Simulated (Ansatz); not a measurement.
## Electronic structure of CH7NSi in real space

```xyz
10

Si   -0.9489   -1.2846   -0.2223
H    -0.0244   -0.9853    1.0589
N     0.5801   -0.2279    0.0708
C     0.3587    1.1708    0.3556
H    -1.8610   -0.4887   -1.1152
H    -0.3978   -2.3734   -1.0890
H     1.4580   -0.4336   -0.3896
H     0.1334    1.7470   -0.5497
H     1.2144    1.6216    0.8635
H    -0.5128    1.2543    1.0167
```

A transition-state structure; geometry: PBE0-D4/def2-TZVP.

These are results of Ansatz, RKS PBE0-D4/def2-TZVPP, not measurements.

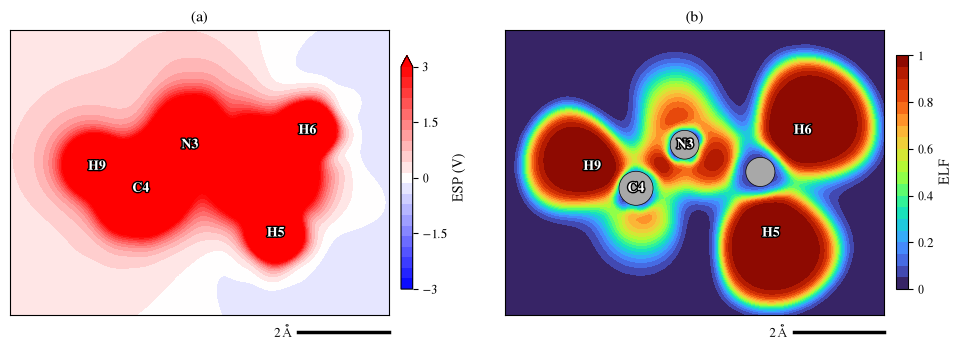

Figure 1. (a) electrostatic potential; (b) ELF on the plane of atoms N3, C4 and H9. Grey discs cover the atomic cores in the ELF map.

> Describe what can be read from this map.

The plane passes through N, C and H nuclei.
C–N (1.44 Å): the ELF peaks at about 0.90 between the atoms: a shared electron pair.
C–H (1.09 Å): the ELF climbs to about 1 towards the hydrogen, as it does in any bond to H; a covalent bond by its length.
Outside the dense part of the molecule the potential is most negative (−0.3 V) near H6.

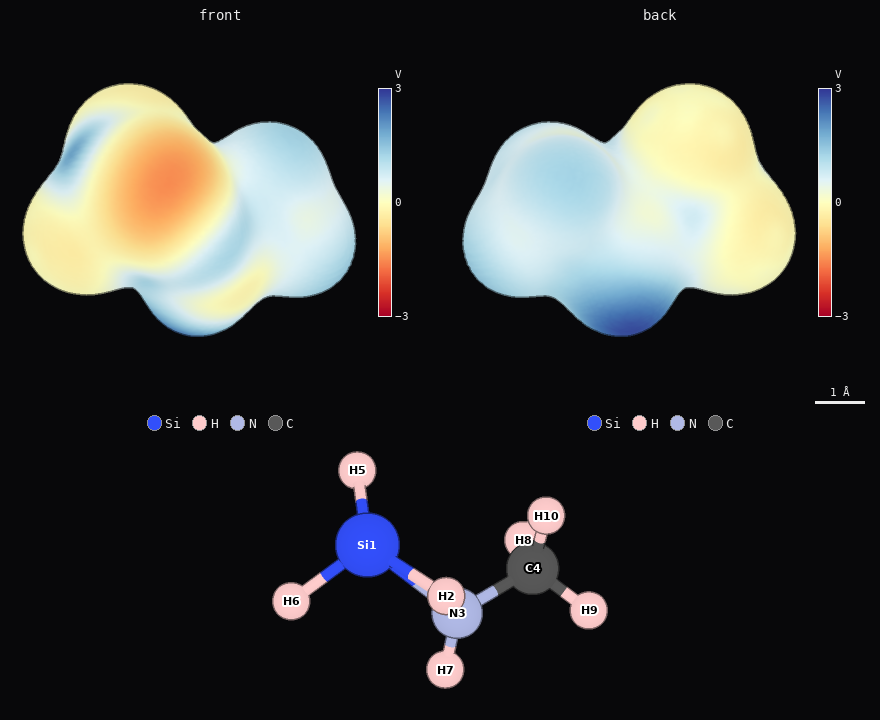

Figure 2. The electrostatic potential painted on the density surface at 0.004 e/bohr³, seen from the front and from behind; the colour scale runs from red (negative) to blue (positive). The bare structure is drawn below in the same view.

> Where is the surface potential most negative and most positive?

The most negative region (about −1.5 V) lies over H2, the most positive (about +2.7 V) over H7.

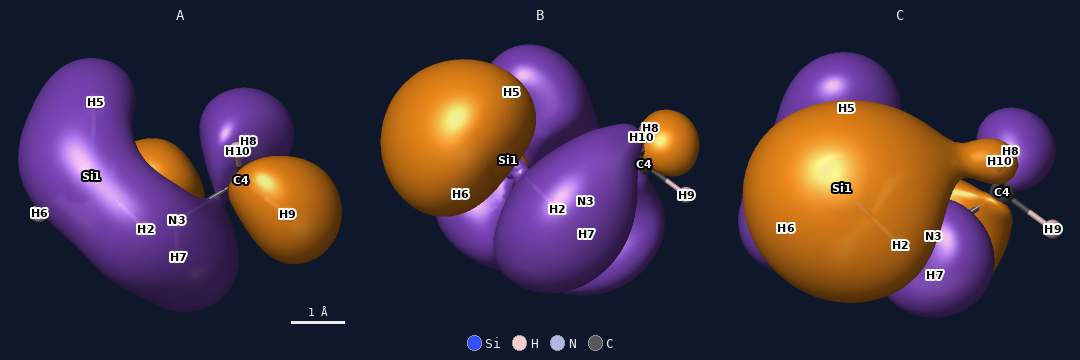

Figure 3. Three frontier orbitals at ±0.06 Å⁻³ᐟ² (orange and purple are the two phases), in no order.

> Order the three orbitals by energy and name them.

A is the HOMO−1 (−8.58 eV). It lies mainly on N3 (about 45 %), Si1 (about 20 %), C4 (about 10 %), H2 (about 10 %) and H9 (about 5 %). C is the HOMO (−5.49 eV). Its weight (Hirshfeld) is mainly on Si1 (about 50 %), N3 (about 25 %) and H2 (about 10 %). B is the LUMO (−0.66 eV). It lies mainly on Si1 (about 45 %), H2 (about 15 %), N3 (about 15 %) and H7 (about 5 %).

> What is the HOMO–LUMO gap?

4.83 eV between the orbital energies.
